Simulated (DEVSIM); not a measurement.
Structure: GaP/Si n-p heterojunction, at 300 K.

| layer (left to right) | material | thickness (μm) | Nd (cm⁻³) | Na (cm⁻³) | τn (s) | τp (s) |
|---|---|---|---|---|---|---|
| 1 | GaP | 0.430 | 1.1e16 | - | 5.9e-7 | 5.9e-6 |
| 2 | Si | 0.550 | - | 7.2e16 | 5.9e-7 | 5.9e-7 |

Left contact: ohmic. Right contact: ohmic. Voltage is applied to the left contact. Recombination: SRH at mid-gap. Mobility is constant in doping.

This is a model device: material constants are rounded textbook-type values typed into the input, and sizes, dopings and lifetimes were drawn at random. Values at 300 K.

| parameter | GaP | Si |
|---|---|---|
| gap (eV) | 2.26 | 1.124 |
| affinity (eV) | 3.8 | 4.05 |
| permittivity | 11.1 | 11.7 |
| Nc (cm⁻³) | 1.8e19 | 2.86e19 |
| Nv (cm⁻³) | 1.9e19 | 3.1e19 |
| μn (cm²/Vs) | 250 | 1417 |
| μp (cm²/Vs) | 150 | 470 |

Simulated with DEVSIM: 1D drift-diffusion, Boltzmann statistics, complete ionisation; no tunnelling, impact ionisation, image-force lowering or self-heating. Band offsets follow the typed affinities; no thermionic-emission limit at abrupt steps, no polarisation charge.

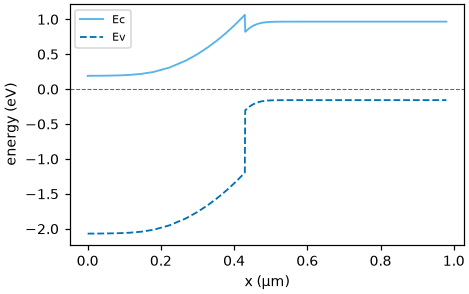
Fig. 1. Band edges at zero bias

Energies count from the Fermi level of the right contact; mesh points crowd at the junctions.

```
x (μm)    Ec (eV)  Ev (eV)  n (cm⁻³)  p (cm⁻³)  field (V/cm)
--------  -------  -------  --------  --------  ------------
0.000       0.191   -2.069    1.1e16     < 1e2           360
0.004768    0.191   -2.068    1.1e16     < 1e2           360
0.01416     0.192   -2.068    1.1e16     < 1e2           380
0.03267     0.193   -2.067    1.0e16     < 1e2           500
0.08916     0.198   -2.062    8.4e15     < 1e2          1800
0.1804      0.247   -2.013    1.3e15     < 1e2         11000
0.2987      0.497   -1.763    8.0e10     < 1e2         32000
0.3805      0.817   -1.443    340000     < 1e2         46000
0.4073      0.947   -1.313      2200     < 1e2         51000
0.4214      1.022   -1.238       120     < 1e2         54000
0.4281      1.058   -1.202     < 1e2     < 1e2         55000
0.4337      0.837   -0.287    250000    4.6e14         48000
0.4420      0.873   -0.251     61000    1.9e15         39000
0.4586      0.924   -0.200      8600    1.3e16         22000
0.5093      0.965   -0.159      1700    6.7e16          1300
0.5917      0.967   -0.157      1600    7.2e16           ≈ 0
0.7465      0.967   -0.157      1600    7.2e16           ≈ 0
0.8643      0.967   -0.157      1600    7.2e16           ≈ 0
0.9369      0.967   -0.157      1600    7.2e16           ≈ 0
0.9606      0.967   -0.157      1600    7.2e16           ≈ 0
0.9726      0.967   -0.157      1600    7.2e16           ≈ 0
0.9800      0.967   -0.157      1600    7.2e16           ≈ 0
```
